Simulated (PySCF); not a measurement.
# C$_{4}$H$_{4}$Cl$_{3}$GaO$_{2}$: what the fields show

```xyz
14

Cl    3.4327   -1.0868   -0.1092
C     2.2604    0.2475   -0.2987
Cl    3.1024    1.8112   -0.1089
Cl    1.5303    0.1638   -1.9279
Ga    0.8483    0.0857    1.1146
O    -0.5092    1.3572    0.5772
C    -1.5473    1.0640   -0.0864
C    -1.9717   -0.2136   -0.4568
C    -1.2816   -1.3740   -0.0990
O    -0.2032   -1.4450    0.5616
H     1.1102    0.1090    2.6413
H    -2.1733    1.9242   -0.3827
H    -2.8945   -0.3112   -1.0281
H    -1.7097   -2.3452   -0.4039
```

Geometry: PBE0-D3(BJ)/def2-SVP.

Level of theory: PBE0/def2-SVPD, SCF density, gas phase in PySCF.

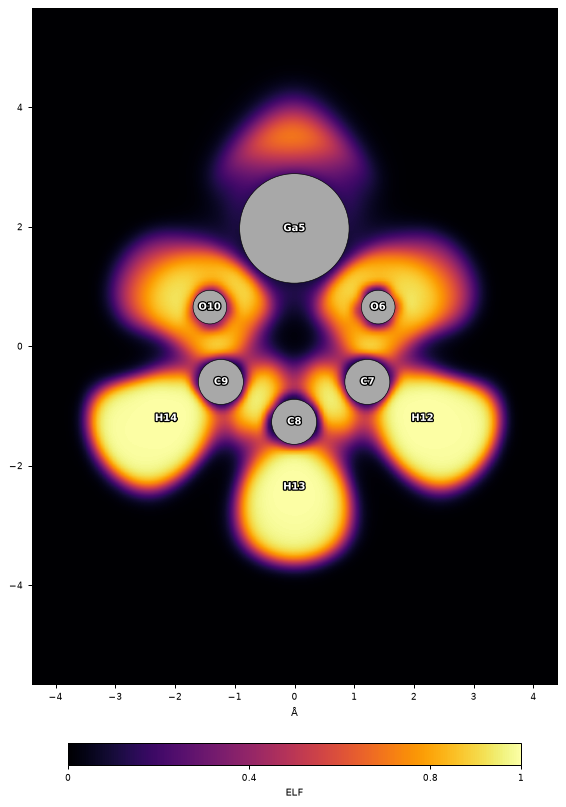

Figure 1. ELF on the plane of atoms O10, C9 and H14. Grey discs cover the atomic cores.

**Read the bonding off the picture.**

The section cuts through Ga, O, C and H sites. C–O (1.27 Å): the ELF peaks at about 0.90 between the atoms; a short, strongly polar bond. C–C (1.40 Å): the ELF peaks at about 0.95 between the atoms; a covalent bond. Ga–O (1.94 Å): the ELF peaks at about 0.90 in the valence shell of O, 0.6 Å from its nucleus, and is about 0.20 at the midpoint. C–H (1.09 Å): the ELF climbs to about 1 towards the hydrogen, as it does in any bond to H; an ordinary covalent bond to hydrogen. The ELF also peaks beside O6 and O10, away from the bonds: lone-pair regions.

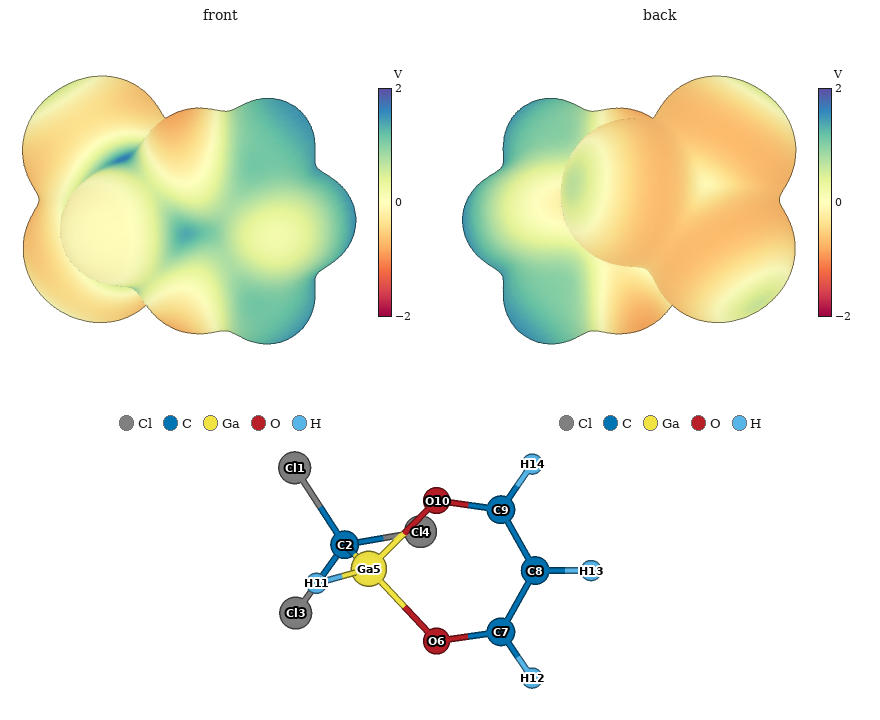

Figure 2. The electrostatic potential painted on the density surface at 0.002 e/bohr³, seen from the front and from behind; the colour scale runs from red (negative) to blue (positive). The bare structure is drawn below in the same view.

**Where is the surface potential most negative and most positive?**

The most negative region (about −0.8 V, or −18 kcal/mol for a unit charge) lies over O6 and O10, the most positive (about +1.5 V, or +35 kcal/mol for a unit charge) over Ga5, H12, H13 and H14. Cl1 shows a σ-hole: about +0.5 V, or +12 kcal/mol for a unit charge at the tip opposite its bond, against about −0.6 V, or −14 kcal/mol for a unit charge on its flanks. Cl3 shows a σ-hole: about +0.5 V, or +12 kcal/mol for a unit charge at the tip opposite its bond, against about −0.5 V, or −12 kcal/mol for a unit charge on its flanks. Cl4 shows a σ-hole: about +0.6 V, or +14 kcal/mol for a unit charge at the tip opposite its bond, against about −0.4 V, or −9 kcal/mol for a unit charge on its flanks.

**What dipole moment does the calculation give?**

Its dipole moment is 4.45 D.
